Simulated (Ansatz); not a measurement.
The calculation's input:

```
crystal:
  periodic: [false, false, false]
  atoms:
    - { symbol: Si, position_ang: [0.0, 0.0, 0.0] }
    - { symbol: "N", position_ang: [0.0, 0.0, 2.17] }
    - { symbol: H, position_ang: [-0.877, -0.2713, 2.7] }
    - { symbol: H, position_ang: [0.877, 0.2713, 2.7] }
    - { symbol: H, position_ang: [1.3768, 0.0, -0.4862] }
    - { symbol: H, position_ang: [-0.6877, 1.1914, -0.4862] }
    - { symbol: H, position_ang: [-0.6877, -1.1914, -0.4862] }
    - { symbol: O, position_ang: [1.0334, -1.5693, 0.6243] }
    - { symbol: Si, position_ang: [0.4633, -3.1494, 0.6523] }
    - { symbol: H, position_ang: [1.1755, -3.9422, -0.3456] }
    - { symbol: H, position_ang: [0.6835, -3.7235, 1.9765] }
    - { symbol: H, position_ang: [-0.9651, -3.1575, 0.3504] }
    - { symbol: H, position_ang: [0.6708, -1.0187, 1.7475] }
basis:
  gaussian: { orbitals: def2-mTZVP }
hamiltonian:
  xc: pbe
  dispersion: d4
relax:
  f_tol: 0.15
  max_steps: 25
  restrain:
    - { distance: [0, 7], at: 2.88, k: 30.0 }
    - { distance: [12, 1], at: 2.26, k: 30.0 }
    - { distance: [0, 1], at: 1.82, k: 30.0 }
    - { distance: [12, 7], at: 1.01, k: 30.0 }
output:
  orbitals: {}
```

Command:

```sh
ansatz run input.yaml --threads 4 --pin off --max-ram 5120MiB --backend cpu --events-out ev --progress --plain --runs-dir out
```

The fields are those of the run's last geometry, not of the input's.

Not at a stationary point (largest force 0.7 eV/Å).

The calculation used Ansatz, RKS PBE-D4/def2-mTZVP.

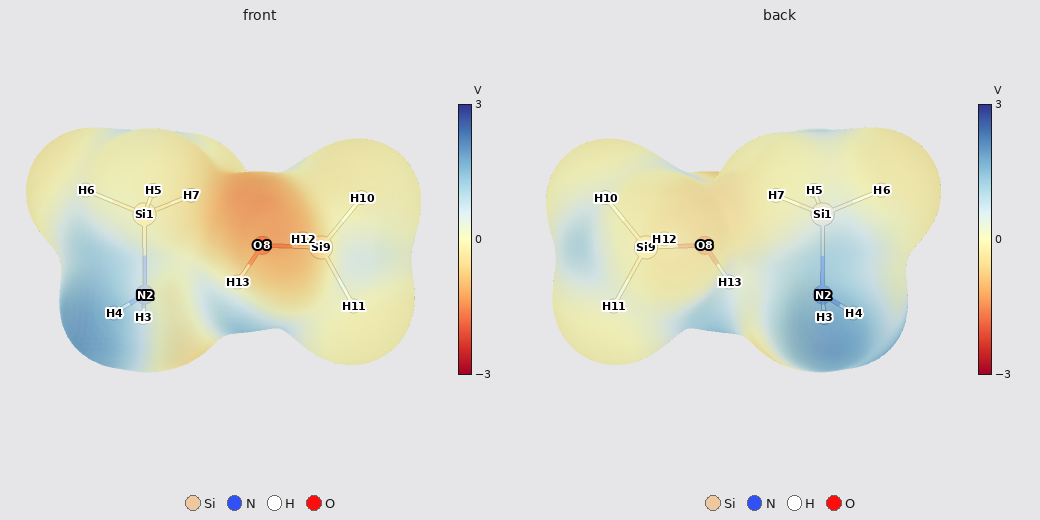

H₅NSi···H₄OSi. The molecular electrostatic potential painted on the density surface at 0.002 e/bohr³, seen from the front and from behind; red is negative and blue positive.

Which sites attract a positive test charge, and which a negative one?

A positive charge is drawn to the negative regions and a negative charge to the positive ones. The most negative region (about −1.4 V) lies over O8, the most positive (about +2.0 V) over H3 and H4. O8 is the likeliest acceptor of a hydrogen bond.
